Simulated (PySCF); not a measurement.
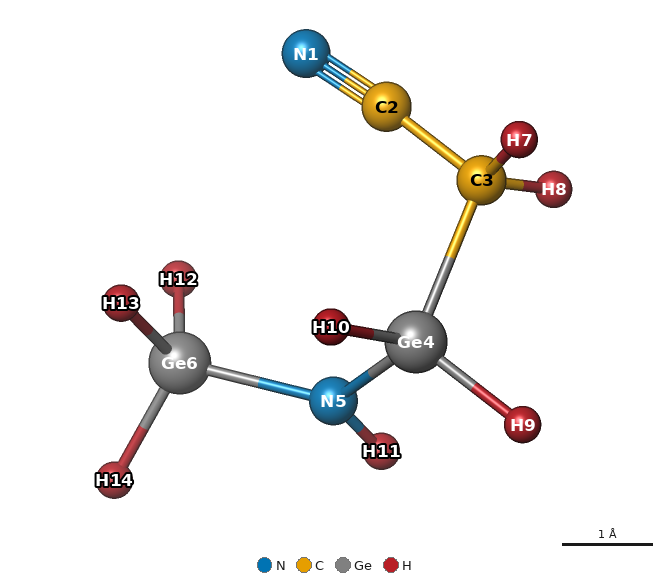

Orthographic view with a scale bar. The geometry was computed by an optimisation with PBE0-D3(BJ)/def2-SVP. No frequency run is at hand to confirm it as a minimum.

Give an XYZ file in the frame of the picture: x to the right, y up, z towards the viewer, origin at the mean of the atomic positions.

```xyz
14
C2H8Ge2N2
N   -0.43   2.63  -0.41
C    0.47   2.03   0.01
C    1.53   1.21   0.54
Ge   0.80  -0.60   0.97
N   -0.13  -1.26  -0.45
Ge  -1.84  -0.83  -0.97
H    1.95   1.67   1.45
H    2.34   1.11  -0.20
H    1.99  -1.52   1.28
H   -0.15  -0.43   2.16
H    0.41  -1.82  -1.11
H   -1.86   0.11  -2.19
H   -2.50  -0.16   0.25
H   -2.58  -2.14  -1.33
```
